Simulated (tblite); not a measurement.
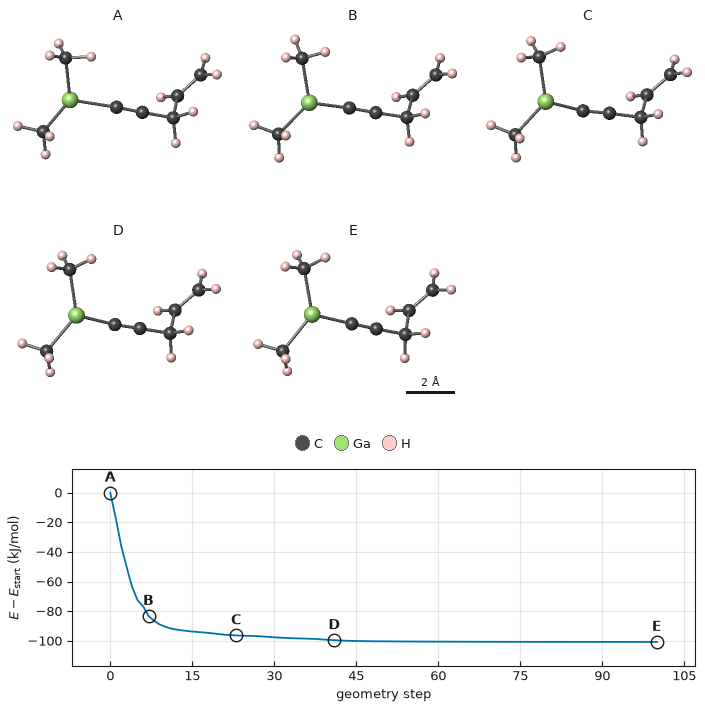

Frames of a relaxation of C7H11Ga, marked on the history of the run. A ball-and-stick model, seen at a tilt.

Level of theory: GFN2-xTB geometry optimisation, gas phase in tblite 0.8.0. 

> Describe the path.

After 100 geometry steps the energy has fallen by 100.7 kJ/mol. The atom that moves furthest after the best rigid fit is an H atom (0.60 Å). Largest moves by element: H 0.60 Å, Ga 0.54 Å, C 0.36 Å. Some distances before and after: C–Ga 2.170 → 1.972 Å, C–H 1.137 → 1.094 Å, C–Ga 2.072 → 2.036 Å, C–H 1.107 → 1.094 Å. Bond angles that change, for instance: C–Ga–C 104.9° → 125.4°, Ga–C–H 93.4° → 111.0°, Ga–C–H 95.5° → 111.0°. From step 0 to 7: the Ga atom moves most (0.29 Å), energy −83.2 kJ/mol. From step 7 to 23: an H atom moves most (0.23 Å), energy −13.1 kJ/mol. From step 23 to 41: H atoms move most (0.24 Å), energy −3.22 kJ/mol. From step 41 to 100: C and H atoms move most (0.15 Å), energy −1.19 kJ/mol.
